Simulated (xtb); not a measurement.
**Energy and gradient calculation of CH$_{4}$ClInO (charge +1)**

System: CH$_{4}$ClInO, charge +1, multiplicity 2.
Method: GFN0-xTB (xtb 6.7.1).

The geometry is that of the parent species in another charge or spin state. The geometry comes from this level: PBE0-D4/def2-TZVP.

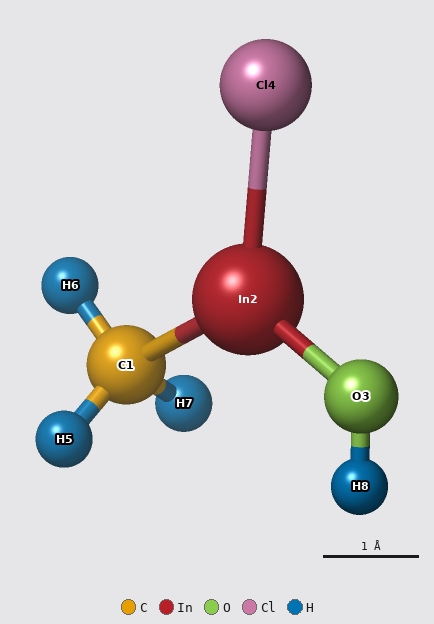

**Figure 1.** The structure as given in the input (ball-and-stick view, seen at a tilt; atoms are numbered from 1 in the order of the input). Sticks mark near contacts. Bond lengths as drawn: Cl–In 2.33 Å, C–H 1.09 Å, C–In 2.13 Å, H–O 0.96 Å and In–O 1.98 Å.

**Input (struc.xyz)**
```
8

C     -0.833000     1.032100    -0.287200
In     0.371300    -0.723100    -0.184700
O      1.618200    -1.320000     1.230000
Cl     0.379800    -2.320200    -1.877400
H     -0.213200     1.913300    -0.123400
H     -1.300900     1.084200    -1.268400
H     -1.601500     0.988000     0.484700
H      1.671700    -0.711400     1.970700
```

Command:
```bash
xtb struc.xyz --grad --gfn0 --chrg 1 --uhf 1 -P 1 > run.log 2> xtb.err
```

**The program's output**
```
* xtb version 6.7.1
   ID    Z sym.   atoms
    1    6 C      1
    2   49 In     2
    3    8 O      3
    4   17 Cl     4
    5    1 H      5-8

           -------------------------------------------------
          |                Calculation Setup                |
           -------------------------------------------------

          program call               : xtb struc.xyz --grad --gfn0 --chrg 1 --uhf 1 -P 1
          coordinate file            : struc.xyz
          omp threads                :                     1

########################################################################
[WARNING] Please study the warnings concerning your input carefully
-1- prog_main_parseArguments: The use of '--gfn0' is discouraged, please use '--gfn 0' next time
########################################################################

           -------------------------------------------------
          |                 G F N 0 - x T B                 |
           -------------------------------------------------

      * Hamiltonian:
        H0-scaling (s, p, d)           2.000000    2.486800    2.270000
        zeta-weighting                 1.000000
      * Dispersion:
        s8                             2.850000
        a1                             0.800000
        a2                             4.600000
        s9                             0.000000
      * Repulsion:
        kExp                           1.500000
        rExp                           1.000000
      * Coulomb:
        alpha                          0.000000
        third order                    atomic
        anisotropic                    false
      * Polar bond correction:
        rad-shift                      0.053700
        strength                      -0.012900
        en-exp                         3.484700
        en-scale                       0.509700

          ...................................................
          :                      SETUP                      :
          :.................................................:
          :  # basis functions                  36          :
          :  # atomic orbitals                  34          :
          :  # shells                           18          :
          :  # electrons                        23          :
          :  electronic temp.          300.0000000     K    :
          :  accuracy                    1.0000000          :
          :  -> integral cutoff          0.2500000E+02      :
          :  -> integral neglect         0.1000000E-07      :
          ...................................................
  Checking positiv definite overlap ...  done.

         #    Occupation            Energy/Eh            Energy/eV
      -------------------------------------------------------------
         1        2.0000           -0.9711930             -26.4275
       ...           ...                  ...                  ...
         6        2.0000           -0.5293355             -14.4040
         7        2.0000           -0.4932087             -13.4209
         8        2.0000           -0.4601389             -12.5210
         9        2.0000           -0.4595333             -12.5045
        10        2.0000           -0.4479342             -12.1889
        11        1.9991           -0.4358055             -11.8589
        12        1.0009           -0.4224413             -11.4952 (HOMO)
        13                         -0.2964100              -8.0657 (LUMO)
        14                         -0.1780719              -4.8456
        15                         -0.1516771              -4.1273
        16                         -0.1466155              -3.9896
        17                         -0.1228981              -3.3442
       ...                                ...                  ...
        34                          1.2136414              33.0249
      -------------------------------------------------------------
                  HL-Gap            0.1260313 Eh            3.4295 eV
             Fermi-level            0.0000000 Eh            0.0000 eV

 EHT (total)                   0 d,  0 h,  0 min,  0.002 sec
 EHT setup                      ...        0 min,  0.000 sec (  2.204%)
 Coordination number            ...        0 min,  0.000 sec (  0.835%)
 EEQ model density              ...        0 min,  0.000 sec (  0.907%)
 D4 Dispersion                  ...        0 min,  0.000 sec (  3.707%)
 Integral evaluation            ...        0 min,  0.001 sec ( 27.526%)
 Cholesky factorization         ...        0 min,  0.000 sec (  1.421%)
 Zeroth order Hamiltonian       ...        0 min,  0.000 sec ( 11.175%)
 Gradient calculation           ...        0 min,  0.001 sec ( 46.862%)

         :::::::::::::::::::::::::::::::::::::::::::::::::::::
         ::                     SUMMARY                     ::
         :::::::::::::::::::::::::::::::::::::::::::::::::::::
         :: total energy             -11.374403383991 Eh    ::
         :: gradient norm              0.043949016537 Eh/a0 ::
         :: HOMO-LUMO gap              3.429487541450 eV    ::
         ::.................................................::
         :: H0 energy                -12.775089700169 Eh    ::
         :: repulsion energy           0.086765400646 Eh    ::
         :: electrostat energy         1.315289108104 Eh    ::
         :: -> Gsolv                   0.000000000000 Eh    ::
         ::    -> Gsasa                0.000000000000 Eh    ::
         ::    -> Gshift               0.000000000000 Eh    ::
         :: dispersion energy         -0.001368192572 Eh    ::
         :: short-range corr.         -0.000000000000 Eh    ::
         :: add. restraining           0.000000000000 Eh    ::
         :: total charge               1.000000000000 e     ::
         :::::::::::::::::::::::::::::::::::::::::::::::::::::

           -------------------------------------------------
          |                Property Printout                |
           -------------------------------------------------

    * Orbital Energies and Occupations

         #    Occupation            Energy/Eh            Energy/eV
      -------------------------------------------------------------
         1        2.0000           -0.9711930             -26.4275
         2        2.0000           -0.6896500             -18.7663
         3        2.0000           -0.6201807             -16.8760
         4        2.0000           -0.5390150             -14.6673
         5        2.0000           -0.5303286             -14.4310
         6        2.0000           -0.5293355             -14.4040
         7        2.0000           -0.4932087             -13.4209
         8        2.0000           -0.4601389             -12.5210
         9        2.0000           -0.4595333             -12.5045
        10        2.0000           -0.4479342             -12.1889
        11        1.9991           -0.4358055             -11.8589
        12        1.0009           -0.4224413             -11.4952 (HOMO)
        13                         -0.2964100              -8.0657 (LUMO)
        14                         -0.1780719              -4.8456
        15                         -0.1516771              -4.1273
        16                         -0.1466155              -3.9896
        17                         -0.1228981              -3.3442
        18                         -0.0885917              -2.4107
        19                         -0.0698579              -1.9009
        20                         -0.0661825              -1.8009
        21                         -0.0660505              -1.7973
        22                         -0.0608874              -1.6568
        23                         -0.0461342              -1.2554
       ...                                ...                  ...
        34                          1.2136414              33.0249
      -------------------------------------------------------------
                  HL-Gap            0.1260313 Eh            3.4295 eV
             Fermi-level            0.0000000 Eh            0.0000 eV

     #   Z          covCN         q      C6AA      α(0)
     1   6 C        3.635    -0.552    38.123     8.980
     2  49 In       2.430     0.549   280.009    32.176
     3   8 O        1.555    -0.348    19.789     6.013
     4  17 Cl       0.786     0.033    96.217    14.993
     5   1 H        0.927     0.303     0.699     1.307
     6   1 H        0.927     0.311     0.676     1.286
     7   1 H        0.927     0.304     0.696     1.305
     8   1 H        0.831     0.399     0.483     1.090

 Mol. C6AA /au·bohr⁶  :       1605.737186
 Mol. C8AA /au·bohr⁸  :     108280.753017
 Mol. α(0) /au        :         67.149057

Wiberg/Mayer (AO) data.
largest (>0.10) Wiberg bond orders for each atom

 ---------------------------------------------------------------------------
     #   Z sym  total        # sym  WBO       # sym  WBO       # sym  WBO
 ---------------------------------------------------------------------------
     1   6 C    3.718 --     5 H    0.961     6 H    0.961     7 H    0.961
                             2 In   0.571     3 O    0.203
     2  49 In   2.099 --     3 O    0.746     4 Cl   0.710     1 C    0.571
     3   8 O    2.086 --     8 H    0.983     2 In   0.746     1 C    0.203
                             4 Cl   0.152
     4  17 Cl   0.925 --     2 In   0.710     3 O    0.152
     5   1 H    0.985 --     1 C    0.961
     6   1 H    0.984 --     1 C    0.961
     7   1 H    0.985 --     1 C    0.961
     8   1 H    0.978 --     3 O    0.983
 ---------------------------------------------------------------------------

Topologies differ in total number of bonds
Writing topology from bond orders to xtbtopo.mol

 dipole moment from electron density (au)
     X       Y       Z
  -0.3599   1.6544   1.1402  total (Debye):    5.188

           -------------------------------------------------
          | TOTAL ENERGY              -11.374403383991 Eh   |
          | GRADIENT NORM               0.043949016537 Eh/α |
          | HOMO-LUMO GAP               3.429487541450 eV   |
           -------------------------------------------------

------------------------------------------------------------------------
------------------------------------------------------------------------
 total:
 *  cpu-time:     0 d,  0 h,  0 min,  0.010 sec
 * ratio c/w:     1.000 speedup
 SCF:
 *  cpu-time:     0 d,  0 h,  0 min,  0.002 sec
 * ratio c/w:     0.999 speedup
```

**Standard error**
```
normal termination of xtb
```

**Key numbers**

```csv
quantity,value
outcome,converged
electrons treated,23
total energy,−11.374403 hartree
dispersion energy,−0.001368 hartree
basis functions,36
largest force,2.010 eV/Å
hardware,"1 thread of Intel Xeon (Sapphire Rapids), 16 GiB of memory available, shared host"
peak memory,0.067 GiB
```
